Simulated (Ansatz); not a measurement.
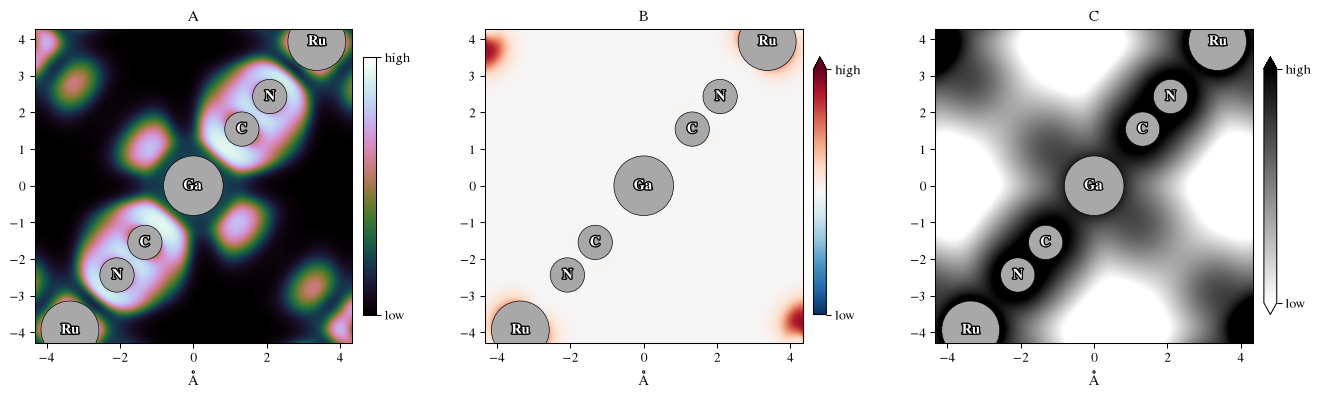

GaRuC4N4: 3 fields on the (111) plane of the conventional cell, with unlabelled colour scales. Grey discs cover the atomic cores.

Space group P4/mmm; a structure generated by program, which may or may not match a known phase; spin-polarised.

The calculation used DFT PBE, scalar-relativistic, plane waves, PAW in Ansatz 0.2.0.

Which field does each panel show? The fields are: electron localisation function, spin density and valence pseudo-density.

Answer. Panel A: electron localisation function. Panel B: spin density (confined to the magnetic sites and close to zero elsewhere). Panel C: valence pseudo-density. From the grid: C–N (1.17 Å): the density is about 3.5 e/Å³ at the midpoint; the ELF peaks at about 0.85 between the atoms. Ru–N (1.97 Å): ρ is about 0.86 e/Å³ halfway; the ELF peaks at about 0.90 in the valence shell of N, 0.6 Å from its nucleus, and is about 0.20 at the midpoint.
